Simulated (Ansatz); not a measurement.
C (graphite type, space group P6_3/mmc)

```yaml
crystal:
  lattice:
    - [2.45536, 0.00000, 0.00000]
    - [-1.22768, 2.12640, 0.00000]
    - [0.00000, 0.00000, 6.67065]
  atoms:
    - { symbol: C, position: [0.00000, 0.00000, 0.25000] }
    - { symbol: C, position: [0.00000, 0.00000, 0.75000] }
    - { symbol: C, position: [0.33333, 0.66667, 0.25000] }
    - { symbol: C, position: [0.66667, 0.33333, 0.75000] }
```

E(V) scan at fixed shape, V₀ the volume above. Symmetry pins the atoms to their sites.

The numbers are results of r2SCAN+rVV10 (plane waves to 500 eV, PAW, scalar-relativistic; Ansatz, a first-principles code), not measurements. k mesh 15×15×5 (Γ-centred), Fermi-Dirac smearing 0.05 eV. The energy includes the smearing's −TS. With the shape held, the modulus is that of even scaling; a crystal free to change shape is softer. C was relaxed with its symmetry unable to fall. The zero of ΔE is the relaxed starting cell.

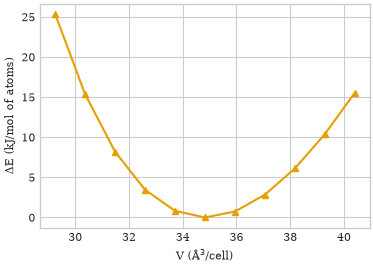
*ΔE (kJ/mol of atoms) against V (Å³/cell); computed points joined by lines.*

The equilibrium volume of the fit comes out as 8.71 Å³/atom and the energy cost of the largest expansion comes out as 161 meV/atom. The pressure for 5 % compression (fit) comes out as 16.3 GPa and the pressure at the smallest volume is 68.9 GPa. The pressure derivative B₀′ (fit) comes out as 3.5.

P = (3B₀/2)(x⁷ − x⁵)[1 + ¾(B₀′ − 4)(x² − 1)] with x = (1/0.95)^(1/3), B₀ = 291 GPa and B₀′ = 3.55.

(A scan under strain: stresses follow from slopes of the energy per volume, elastic moduli from its curvatures.)
